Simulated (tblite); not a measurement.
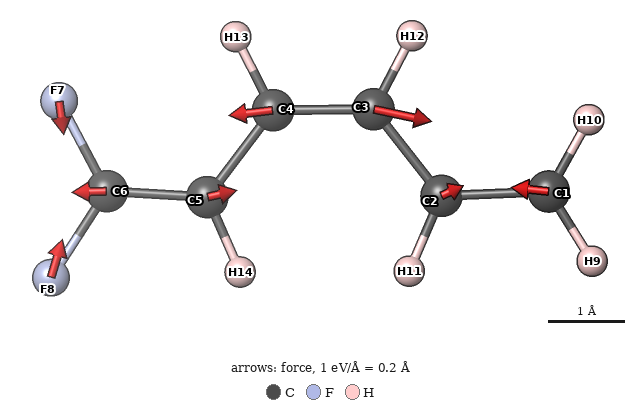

Starting geometry of C₆H₆F₂ (charge +1, multiplicity 2) with the computed forces as red arrows. Style: ball-and-stick. Shown face on.

Computed with GFN2-xTB geometry optimisation, gas phase (tblite 0.8.0). 

**Is this structure relaxed? If not, where do the atoms go?**

It isn't relaxed: the largest force vector, on C3, is 3.99 eV/Å. The final displacements follow the starting forces only in part (cosine between the two patterns 0.50). F8 moves most after the best rigid fit: 0.13 Å. By element the largest moves are F 0.13 Å, H 0.12 Å, C 0.08 Å. Some distances before and after: C6–F8 1.361 → 1.292 Å, C1–C2 1.424 → 1.361 Å, C3–C4 1.333 → 1.390 Å, C6–F7 1.349 → 1.295 Å. Bond angles that change, for instance: F7–C6–F8 119.2° → 112.0°, C1–C2–C3 125.8° → 121.4°, C5–C6–F8 119.5° → 123.3°. The energy falls by 49.4 kJ/mol in 38 geometry steps. The run took 0.21 s on 1 thread of Arm Neoverse V1, with other jobs on the host.
